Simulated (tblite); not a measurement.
Energy landscape of H2Li, doublet: collinear Li-H-H surface. Scanned: Li-H distance and H-H distance.

Cartesian coordinates as functions of the variables (Å; names that start with a are angles):
```
Li  0  0  -r1
H  0  0  0
H  0  0  r2
```

Calculation: GFN2-xTB, 300 K electronic temperature run with tblite.

Energy in kcal/mol above the lowest grid point; x is the Li-H distance (Å), y the H-H distance (Å).

```
y \ x  1.36  1.51  1.64  1.77  1.92  2.08  2.27  2.47  2.74  3.08  3.53  4.14  4.64
-----  ----  ----  ----  ----  ----  ----  ----  ----  ----  ----  ----  ----  ----
2.15    0.3   1.3   3.8   7.0  11.1  15.4  21.3  28.0  36.8  47.1  58.7  70.1  76.0
1.91    0.0   0.8   3.0   5.9   9.7  13.5  19.0  25.0  33.1  42.6  53.2  63.6  69.1
1.63    0.9   1.2   2.8   5.1   8.2  11.2  15.7  20.8  27.6  35.7  44.9  54.1  58.9
1.42    3.1   2.6   3.6   5.3   7.5   9.8  13.3  17.4  23.0  29.7  37.5  45.3  49.5
1.27    5.5   4.4   4.8   5.9   7.5   9.1  11.8  15.0  19.5  24.9  31.4  38.0  41.5
1.14    7.8   6.2   6.1   6.7   7.7   8.8  10.7  13.0  16.3  20.4  25.4  30.5  33.1
1.05    9.2   7.2   6.8   7.1   7.8   8.5   9.9  11.6  14.0  17.1  20.9  24.8  26.7
0.96   10.2   7.9   7.2   7.3   7.7   8.1   9.0  10.2  11.8  13.9  16.5  19.2  20.5
0.89   10.8   8.3   7.5   7.4   7.8   8.0   8.6   9.4  10.5  11.9  13.7  15.6  16.6
0.82   11.7   9.0   8.1   8.0   8.3   8.6   9.1   9.6  10.3  11.1  12.3  13.6  14.3
0.76   13.2  10.3   9.4   9.3   9.7  10.0  10.4  10.8  11.2  11.8  12.5  13.4  14.0
0.70   16.9  13.7  12.7  12.6  13.1  13.4  13.7  14.0  14.3  14.6  15.0  15.7  16.1
0.63   26.0  22.5  21.3  21.1  21.5  21.8  22.1  22.2  22.4  22.5  22.7  23.2  23.5
```

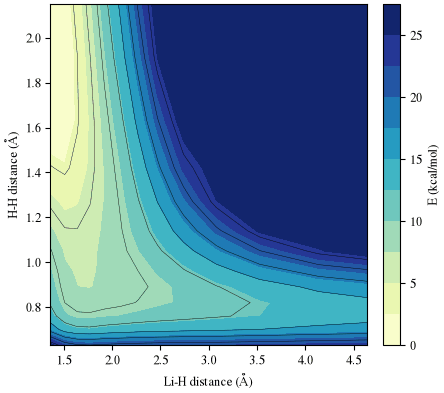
Figure: Energy surface, cut off at 27 kcal/mol.

Points that lie below all their neighbours on the grid: x = 1.36, y = 1.91 on the edge of the grid (0.0 kcal/mol).
